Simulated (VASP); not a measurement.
Given:

```xyz
2
Lattice="2.8074 0.0000 0.0000 0.0000 2.8074 0.0000 0.0000 0.0000 2.8074" Properties=species:S:1:pos:R:3 pbc="T T T"
Pt     0.0000     0.0000     0.0000
B      1.4037     1.4037     1.4037
```

These are PBE GGA, VASP's PBE PAW potentials (set 64) (plane waves; VASP 6.6.1) values and carry that method's errors. Settings: 520 eV cut-off, 14×14×14 Γ-centred mesh, tetrahedra with Blöchl corrections, potentials Pt B.

Unless said otherwise, spin-orbit coupling is left out, though it shifts the bands of the heavy elements here.

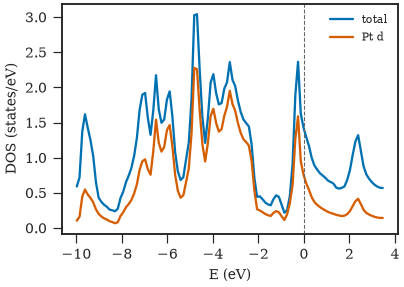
Figure. Total and projected density of states, zero at the Fermi level

Within 2 eV below the Fermi level the largest weight inside VASP's projection spheres is Pt d.

It has no gap at this level: it comes out as a metal or semimetal.

The structure was generated: PtB was put into the CsCl type type (Pm-3m), which need not be its known phase. It was relaxed first, which changed the volume by -5 %. The electron count is odd and the run is not spin-polarised, which forces a metal.
